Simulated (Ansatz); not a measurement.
**WH₆ClO₂F: geometry relaxation (part 2 of 2)**

Continued. System: WH₆ClO₂F. Method: RHF/def2-SVP (Ansatz 0.2.0). It belongs to a series of runs on one base structure; here: end point B relaxed.

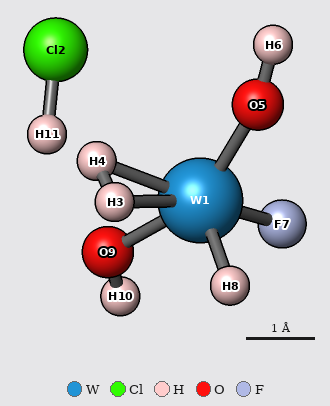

**Figure 1.** The geometry at step 12 of the log (ball-and-stick view, seen at a tilt; atoms are numbered from 1 in the order of the input).

Trajectory as extended XYZ, continued:
```
11
Properties=species:S:1:pos:R:3:forces:R:3 step=6 energy=-21176.49141
W    -0.0796   -0.5417   -0.2260   -0.2795   0.3705  -0.5941
Cl    0.0968   -0.4978    3.7546    0.6199  -0.3041  -0.5464
H     0.7948    1.0340   -0.6345   -0.1524  -0.0830   0.9813
H     0.6882    1.0606    0.2836   -0.0064  -0.1583  -0.9212
O    -1.7235    0.2574   -0.1200    0.0461   0.0478  -0.0973
H    -2.4953    0.6099    0.2748   -0.3731   0.1623   0.1607
F    -0.6689   -2.3860   -0.1558   -0.1215  -0.0584   0.0561
H     0.2266   -0.5732   -1.8794    0.0182   0.0123   0.0592
O     1.4904   -1.2006    0.5375    0.7507  -0.2946   0.4420
H     1.6364   -2.1387    0.5141    0.0983  -0.0104  -0.0151
H     1.0544   -0.9443    2.9964   -0.6002   0.3159   0.4748
11
Properties=species:S:1:pos:R:3:forces:R:3 step=7 energy=-21176.55621
W    -0.1013   -0.5857   -0.2352   -0.4538   0.0618  -0.4277
Cl    0.1077   -0.4996    3.7641    0.4524  -0.2093  -0.4118
H     0.8109    1.0948   -0.5574    0.0267  -0.0824  -0.4071
H     0.7057    1.1096    0.2280   -0.1150  -0.0684   0.4400
O    -1.7388    0.2458   -0.1291    0.0366   0.1053  -0.0480
H    -2.5054    0.6197    0.2649   -0.1491   0.0609   0.0584
F    -0.7098   -2.4212   -0.1451   -0.0657   0.0388   0.0165
H     0.2424   -0.5777   -1.8890    0.0062   0.0412   0.1051
O     1.4815   -1.2202    0.5370    0.6263  -0.2464   0.3568
H     1.6669   -2.1523    0.5018    0.0699   0.0819  -0.0135
H     1.0605   -0.9334    3.0052   -0.4344   0.2167   0.3314
11
Properties=species:S:1:pos:R:3:forces:R:3 step=8 energy=-21176.58488
W    -0.1032   -0.5952   -0.1951   -0.4206   0.1094  -0.3331
Cl    0.0883   -0.5077    3.6156    0.3778  -0.1686  -0.3028
H     0.7975    1.0740   -0.5357    0.0063  -0.0865  -0.1837
H     0.6852    1.0908    0.2584   -0.0448  -0.0088   0.2955
O    -1.7319    0.2576   -0.1101    0.0046   0.0400  -0.0297
H    -2.4980    0.6463    0.2737   -0.0692   0.0370   0.0259
F    -0.7175   -2.4294   -0.1103   -0.0280   0.0642   0.0504
H     0.2516   -0.5720   -1.8378    0.0145  -0.0142  -0.0234
O     1.4921   -1.2177    0.5833    0.4549  -0.2058   0.2446
H     1.6961   -2.1446    0.5294    0.0741   0.0516  -0.0201
H     1.0603   -0.9224    2.8738   -0.3697   0.1817   0.2764
11
Properties=species:S:1:pos:R:3:forces:R:3 step=9 energy=-21176.59335
W    -0.1127   -0.6093   -0.1679   -0.2587  -0.0640   0.2142
Cl    0.0871   -0.5174    3.5198    0.3609  -0.1079  -0.3234
H     0.7870    1.0216   -0.4532    0.0979   0.1596   0.0097
H     0.6596    1.0435    0.3606   -0.0461  -0.1416  -0.1996
O    -1.7280    0.2750   -0.1119    0.0411  -0.0451   0.0193
H    -2.4899    0.6908    0.2582    0.0642  -0.0177  -0.0361
F    -0.7408   -2.4369   -0.0616    0.0295   0.0810  -0.0904
H     0.2537   -0.5956   -1.8087    0.0181   0.0435   0.0292
O     1.5100   -1.2203    0.6166    0.0288  -0.2198  -0.0503
H     1.7641   -2.1321    0.4987   -0.0092   0.2203   0.0608
H     1.0303   -0.8396    2.6947   -0.3264   0.0917   0.3666
11
Properties=species:S:1:pos:R:3:forces:R:3 step=10 energy=-21176.60587
W    -0.1254   -0.6102   -0.1715   -0.0559  -0.0307  -0.0571
Cl    0.1056   -0.5474    3.5609    0.2230  -0.0583  -0.1786
H     0.7927    1.0362   -0.4861   -0.0108  -0.0409  -0.0059
H     0.6569    1.0440    0.3169   -0.0040   0.0454   0.0524
O    -1.7388    0.2755   -0.1292    0.0072  -0.0221   0.0286
H    -2.5001    0.6972    0.2335    0.0312   0.0009  -0.0250
F    -0.7523   -2.4366   -0.0779    0.0116   0.0622   0.0082
H     0.2523   -0.5852   -1.8098    0.0103  -0.0066   0.0214
O     1.4955   -1.2122    0.6262    0.0011  -0.1228  -0.0687
H     1.7627   -2.1185    0.5115    0.0047   0.1144   0.0343
H     1.0711   -0.8632    2.7708   -0.2185   0.0583   0.1905
11
Properties=species:S:1:pos:R:3:forces:R:3 step=11 energy=-21176.60663
W    -0.1286   -0.6106   -0.1753    0.0339  -0.0001   0.0231
Cl    0.1170   -0.5060    3.5602    0.2412  -0.1120  -0.1823
H     0.7870    1.0324   -0.4830    0.0019   0.0033   0.0002
H     0.6486    1.0447    0.3208   -0.0064   0.0154   0.0139
O    -1.7414    0.2740   -0.1351   -0.0222  -0.0102   0.0191
H    -2.5011    0.6997    0.2254    0.0137   0.0104  -0.0195
F    -0.7547   -2.4352   -0.0816   -0.0051  -0.0011   0.0058
H     0.2530   -0.5853   -1.8113    0.0090  -0.0022  -0.0059
O     1.4958   -1.2077    0.6204   -0.0348  -0.0916  -0.0536
H     1.7725   -2.1098    0.5041    0.0147   0.0619   0.0130
H     1.0723   -0.9164    2.8007   -0.2459   0.1262   0.1863
11
Properties=species:S:1:pos:R:3:forces:R:3 step=12 energy=-21176.60822
W    -0.1454   -0.6195   -0.1941   -0.1585   0.0581   0.1582
Cl    0.2150   -0.5311    3.6565   -0.0203   0.0113   0.0144
H     0.7695    1.0245   -0.4604    0.0218   0.0403   0.0528
H     0.6142    1.0293    0.3455   -0.0185  -0.0145  -0.1185
O    -1.7577    0.2705   -0.1834    0.0578  -0.0495  -0.0027
H    -2.5095    0.7332    0.1447   -0.0197   0.0128   0.0015
F    -0.7763   -2.4413   -0.1080   -0.0152  -0.0160  -0.0385
H     0.2648   -0.5759   -1.8194    0.0439   0.0131  -0.0541
O     1.4627   -1.2110    0.6234    0.0918  -0.0371   0.0289
H     1.7771   -2.1005    0.5211    0.0007  -0.0214  -0.0123
H     1.1060   -0.8987    2.8193    0.0163   0.0030  -0.0297
11
Properties=species:S:1:pos:R:3:forces:R:3 step=13 energy=-21176.60346 accepted=F
W    -0.1560   -0.6184   -0.1856   -0.0842  -0.1274  -0.0373
Cl    0.2951   -0.5315    3.6760   -0.0179   0.0150   0.0217
H     0.8046    1.0205   -0.4178   -0.0827   0.0600  -0.1442
H     0.5675    1.0582    0.3544    0.0846  -0.0653   0.1427
O    -1.7710    0.2613   -0.2070   -0.0051   0.0554   0.0089
H    -2.5341    0.7296    0.0866    0.0019  -0.0119  -0.0126
F    -0.7894   -2.4414   -0.1352   -0.0014   0.0244   0.0068
H     0.2707   -0.5622   -1.8098    0.0501   0.0204   0.0217
O     1.4396   -1.2285    0.6487    0.0442   0.0856   0.0379
H     1.7607   -2.1154    0.5536    0.0019  -0.0592  -0.0285
H     1.1326   -0.8926    2.7813    0.0086   0.0030  -0.0172
11
Properties=species:S:1:pos:R:3:forces:R:3 step=14 energy=-21176.61028
W    -0.1431   -0.6183   -0.1812   -0.0242  -0.0283   0.0283
Cl    0.1961   -0.5192    3.6223    0.0335  -0.0124  -0.0285
H     0.7796    1.0263   -0.4554   -0.0069   0.0218  -0.0105
H     0.6142    1.0386    0.3432    0.0136  -0.0065   0.0062
O    -1.7547    0.2699   -0.1703    0.0135  -0.0161   0.0106
H    -2.5120    0.7232    0.1589   -0.0112   0.0106  -0.0072
F    -0.7746   -2.4410   -0.1059   -0.0109   0.0038  -0.0043
H     0.2672   -0.5744   -1.8090    0.0191   0.0085  -0.0098
O     1.4705   -1.2193    0.6279    0.0118  -0.0129  -0.0083
H     1.7762   -2.1111    0.5148   -0.0010   0.0081  -0.0019
H     1.1012   -0.8950    2.7998   -0.0373   0.0234   0.0253
11
Properties=species:S:1:pos:R:3:forces:R:3 step=15 energy=-21176.61036
W    -0.1453   -0.6286   -0.1820   -0.0054   0.1005   0.0321
Cl    0.2025   -0.5036    3.6244    0.0225  -0.0098  -0.0197
H     0.7780    1.0298   -0.4445   -0.0200  -0.0030   0.0194
H     0.6152    1.0359    0.3524    0.0001  -0.0253  -0.0203
O    -1.7538    0.2641   -0.1653   -0.0095  -0.0129  -0.0193
H    -2.5106    0.7238    0.1558   -0.0053   0.0087   0.0040
F    -0.7846   -2.4478   -0.1222    0.0078  -0.0211   0.0157
H     0.2727   -0.5715   -1.8072    0.0147   0.0037  -0.0237
O     1.4697   -1.2234    0.6283   -0.0149  -0.0259  -0.0040
H     1.7765   -2.1132    0.5079    0.0321  -0.0321  -0.0009
H     1.1000   -0.8858    2.7975   -0.0221   0.0172   0.0168
11
Properties=species:S:1:pos:R:3:forces:R:3 step=16 energy=-21176.60885 accepted=F
W    -0.1635   -0.6361   -0.1839   -0.0681  -0.0018  -0.1025
Cl    0.3187   -0.5211    3.7137    0.0734  -0.0172  -0.1078
H     0.7720    1.0226   -0.4104   -0.0562  -0.0019   0.0051
H     0.5682    1.0319    0.3760    0.0487  -0.0305   0.0245
O    -1.7724    0.2577   -0.2099   -0.0886   0.0756   0.0302
H    -2.5293    0.7484    0.0698    0.1172  -0.0907  -0.0404
F    -0.8080   -2.4546   -0.1526    0.0063   0.0328   0.0206
H     0.3007   -0.5488   -1.7979   -0.0003   0.0071   0.0318
O     1.4358   -1.2442    0.6431    0.0424   0.0204   0.0455
H     1.7765   -2.1221    0.5255   -0.0162  -0.0061  -0.0035
H     1.1218   -0.8540    2.7718   -0.0585   0.0123   0.0965
11
Properties=species:S:1:pos:R:3:forces:R:3 step=17 energy=-21176.61128
W    -0.1537   -0.6298   -0.1813   -0.0153  -0.0034  -0.0064
Cl    0.2534   -0.5047    3.6518   -0.0007   0.0061  -0.0011
H     0.7717    1.0264   -0.4247   -0.0074   0.0095  -0.0124
H     0.5965    1.0302    0.3691    0.0045  -0.0200   0.0120
O    -1.7634    0.2615   -0.1870   -0.0094   0.0103   0.0022
H    -2.5217    0.7307    0.1178    0.0155  -0.0137  -0.0087
F    -0.7944   -2.4492   -0.1291   -0.0019   0.0080  -0.0015
H     0.2917   -0.5562   -1.8002   -0.0015   0.0063   0.0073
O     1.4535   -1.2362    0.6357    0.0116   0.0094   0.0070
H     1.7741   -2.1212    0.5136    0.0000  -0.0093   0.0002
H     1.1126   -0.8718    2.7795    0.0047  -0.0032   0.0015
```

The run was set up as follows.

Input:
```yaml
crystal:
  periodic: [false, false, false]
  atoms:
    - { symbol: W, position_ang: [-0.045558, -0.463075, -0.162788] }
    - { symbol: Cl, position_ang: [-0.027344, -0.583969, 3.426681] }
    - { symbol: H, position_ang: [0.796131, 0.896103, -0.742827] }
    - { symbol: H, position_ang: [0.637353, 0.935787, 0.503943] }
    - { symbol: O, position_ang: [-1.698732, 0.298077, -0.056375] }
    - { symbol: H, position_ang: [-2.493157, 0.630138, 0.346111] }
    - { symbol: F, position_ang: [-0.623407, -2.328683, -0.100176] }
    - { symbol: H, position_ang: [0.198397, -0.580849, -1.807935] }
    - { symbol: O, position_ang: [1.54965, -1.190522, 0.62235] }
    - { symbol: H, position_ang: [1.636239, -2.137181, 0.56705] }
    - { symbol: H, position_ang: [1.090827, -0.796128, 2.749166] }
basis:
  gaussian: { orbitals: def2-SVP }
hamiltonian:
  xc: hf
relax:
  f_tol: 0.03
  max_steps: 50
```

Launched with:
```bash
ansatz run input.yaml --threads 2 --pin off --max-ram 3072MiB --backend cpu --events-out ev --progress --plain --runs-dir out
```

Summary:

```csv
quantity,value
outcome,converged
total energy,−21176.6113 eV
mean-field energy,−21176.6113 eV
largest force (length of the vector) at the end,0.024 eV/Å
hardware,"2 threads of Intel Xeon (Sapphire Rapids), 32 GiB of memory available, shared host"
wall time,29 s (CPU time 53 s)
peak memory,0.3 GiB
```
